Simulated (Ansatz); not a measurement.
# F₂GeH₂···H₂: what the fields show

```yaml
atoms:
  - { symbol: Ge, position_ang: [0.4820, -0.0229, -0.2971] }
  - { symbol: F, position_ang: [0.0035, -0.3102, 1.3440] }
  - { symbol: H, position_ang: [1.9973, 0.1818, -0.3066] }
  - { symbol: H, position_ang: [-0.4247, 1.0676, -0.8662] }
  - { symbol: F, position_ang: [0.1339, -1.4989, -1.1275] }
  - { symbol: H, position_ang: [-3.0293, 0.3369, 1.9165] }
  - { symbol: H, position_ang: [-2.2938, 0.1396, 1.8871] }
```

Method: RKS PBE0-D4/def2-SVP in Ansatz.

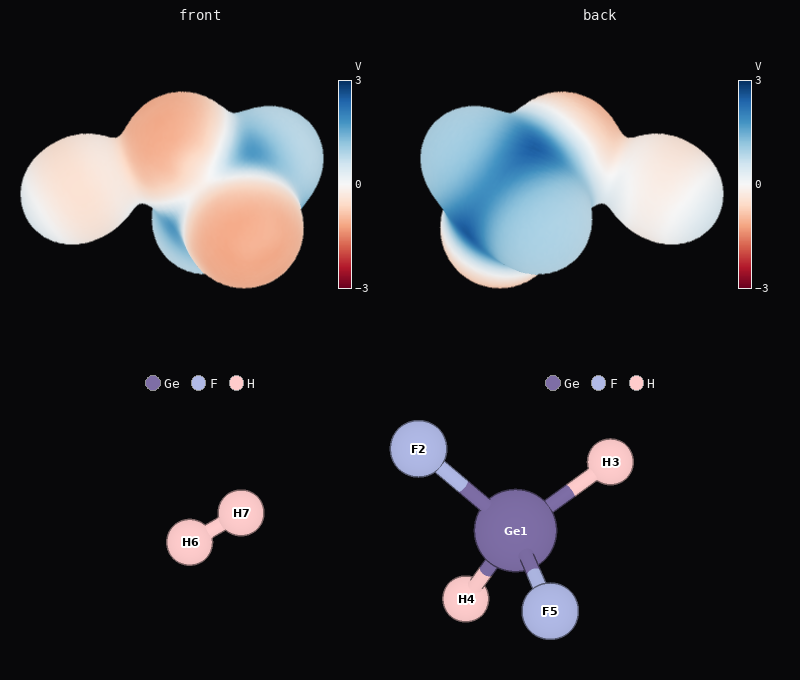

Figure 1. The electrostatic potential painted on the density surface at 0.002 e/bohr³, seen from the front and from behind; red is negative and blue positive. The bare structure is drawn below in the same view.

Which sites attract a positive test charge, and which a negative one?

Answer. A positive charge is drawn to the negative regions and a negative charge to the positive ones. The most negative region (about −1.1 V) lies over F2 and F5, the most positive (about +2.4 V) over Ge1.

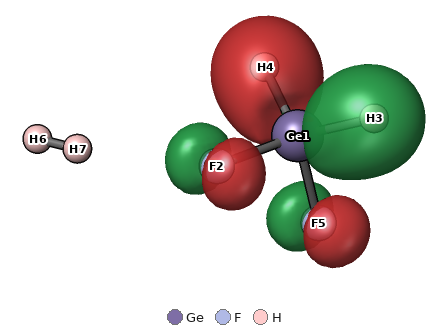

Figure 2. The HOMO at ±0.15 Å⁻³ᐟ² (green and red are the two phases), seen from one side.

Where does this orbital lie, and at what energy?

Answer. It lies mainly on Ge1 (about 25 %), H3 (about 20 %), H4 (about 20 %), F2 (about 15 %) and F5 (about 15 %). Its energy is −9.99 eV.

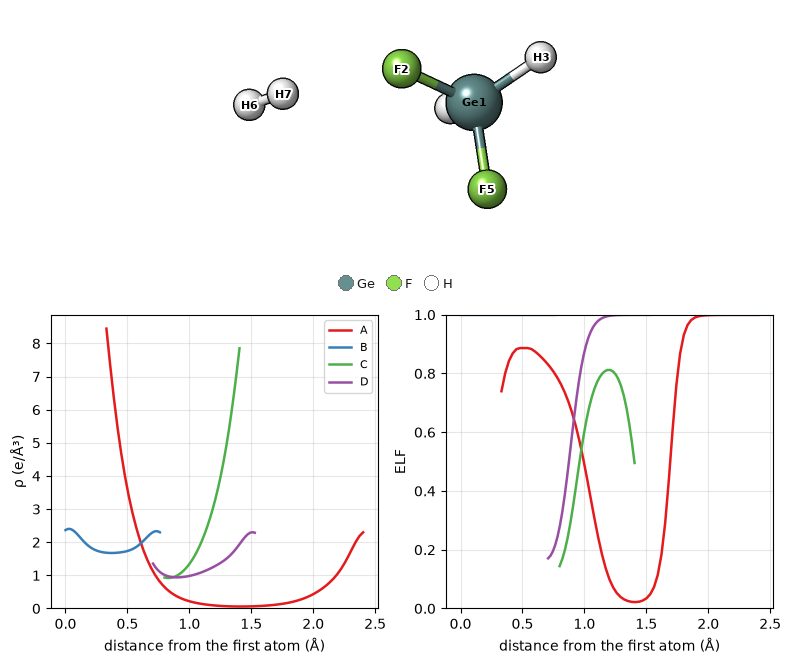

Figure 3. Electron density and electron localisation function along straight lines between neighbouring atoms. The curves leave out the atomic cores. The structure is drawn too.

Which curve belongs to which contact (F–H, Ge–F, Ge–H and H–H)? The first atom named is at distance zero.

Answer. Curve A: F2···H7 (2.40 Å): the density falls to about 0.06 e/Å³ on the way; the ELF dips to about 0 between them (a non-bonded, intermolecular contact). Curve B: H–H (0.76 Å): ρ at the midpoint is about 1.7 e/Å³; the ELF is about 1 at the midpoint. Curve C: Ge–F (1.73 Å): the density is about 0.94 e/Å³ at the midpoint; the ELF peaks at about 0.80 in the valence shell of F, 0.5 Å from its nucleus, and is about 0.25 at the midpoint. Curve D: Ge–H (1.53 Å): ρ is about 1.1 e/Å³ halfway; the ELF climbs to about 1 towards the hydrogen.
